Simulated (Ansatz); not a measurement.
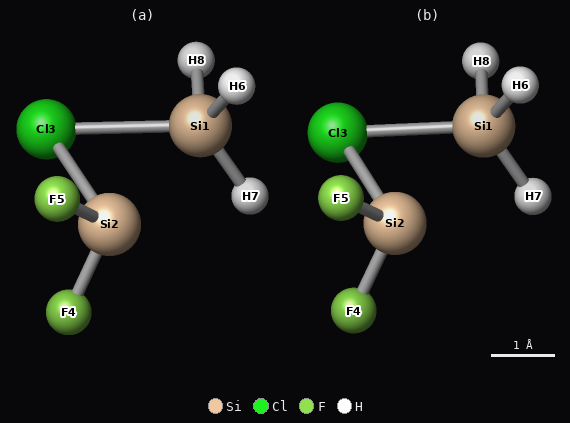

The structure of Si2H3ClF2 (coarse preliminary run) before (left) and after (right) a saddle-point search, at one scale.

Style: ball-and-stick. Shown from a free direction.

The reaction that was planned forms Si1–Cl3 and breaks Si1–Si2, Si2–Cl3 (atoms numbered from 1 in input order).

The calculation used RKS PBE0-D4/def2-SVP in Ansatz 0.2.0. 

Summarise the run.

Answer. The largest move after the best rigid fit is that of Cl3, 0.14 Å. Largest moves by element: Cl 0.14 Å, F 0.05 Å, H 0.03 Å, Si 0.03 Å. Among the contacts that change: Si2–Cl3 2.491 → 2.349 Å, Si1–Cl3 2.488 → 2.356 Å, Si1–H8 1.492 → 1.497 Å. Bond angles that change, for instance: Si1–Cl3–Si2 62.9° → 65.8°, Cl3–Si1–H8 84.4° → 87.1°. The search converged after 10 steps with a largest force component of 0.00026 eV/Å and a curvature of −5.00 eV/Å² along the mode that it followed. The run took of the order of 2.4 core-minutes on a shared host.
